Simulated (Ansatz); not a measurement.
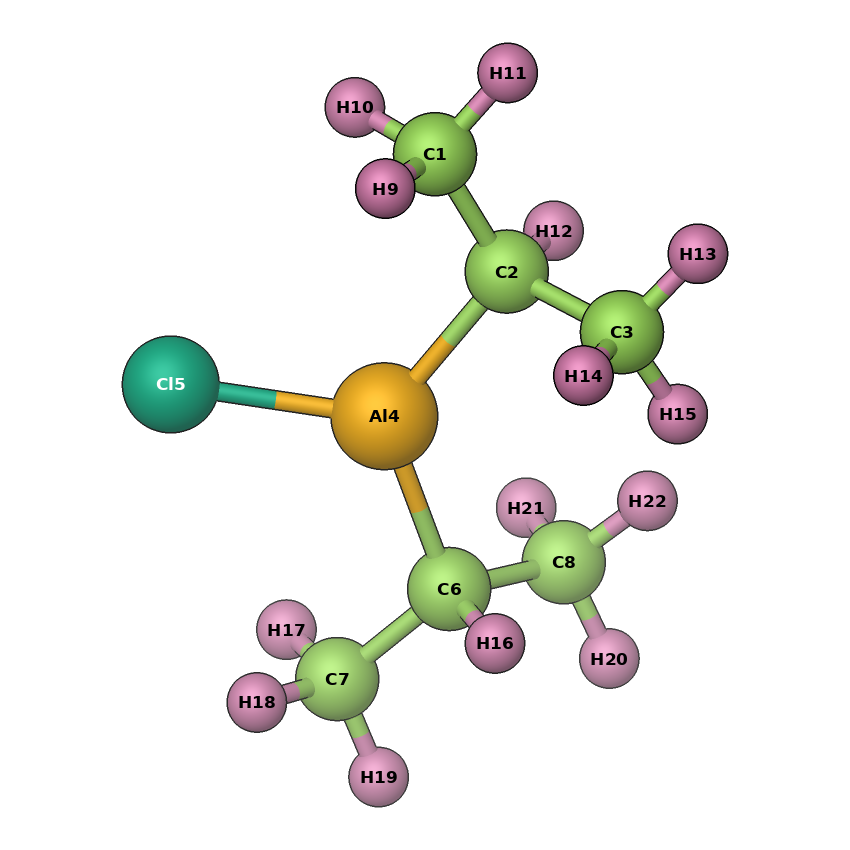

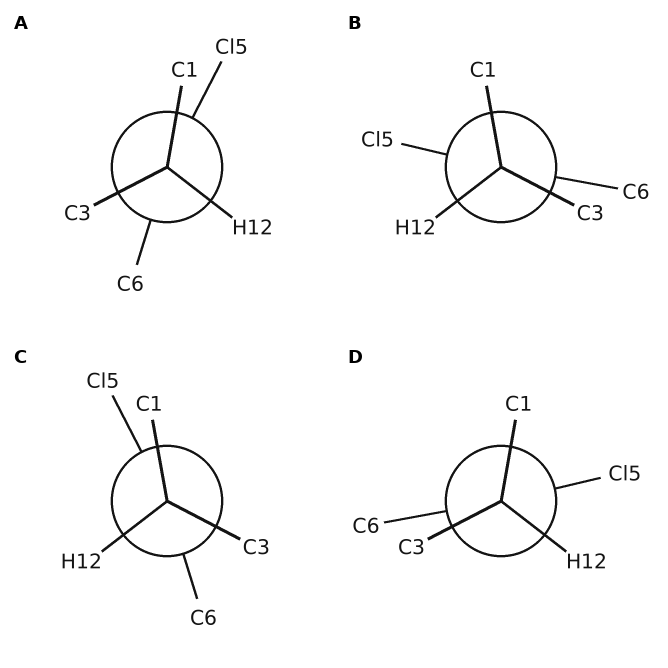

Atoms fade into the background with distance from the viewer. Bonds that would overlap in a projection are set slightly apart. The geometry was computed by an optimisation with PBE-D4/def2-SVP. No frequency run is at hand to confirm it as a minimum.

> Which Newman projection shows the view along C2–Al4, with C2 in front?

A. The torsion angle C1–C2–Al4–Cl5 is 7°, synperiplanar (eclipsed).
